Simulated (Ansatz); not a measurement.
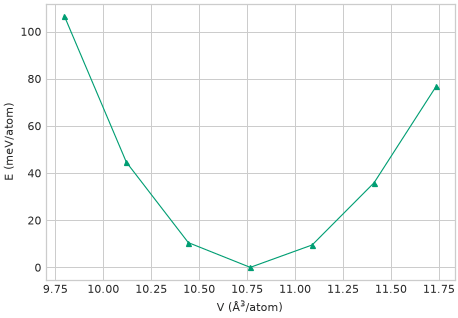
TaN (rock salt, Fm-3m) under volume change, PBE (plane waves, PAW; program Ansatz), scaled uniformly.

Task: What does a third-order Birch–Murnaghan fit give for V₀, B₀ and B′?

Result: V₀ = 10.77 Å³/atom, B₀ = 330 GPa, B′ = 4.4.

This is a known high-temperature phase of the composition, computed here at zero pressure and temperature. Symmetry was held in the PBE relaxation; its stability against distortions is not shown here. No spin polarisation was allowed. Spin–orbit coupling is left out wherever it is not named.

Potentials: the earlier of the program's two PAW sets.
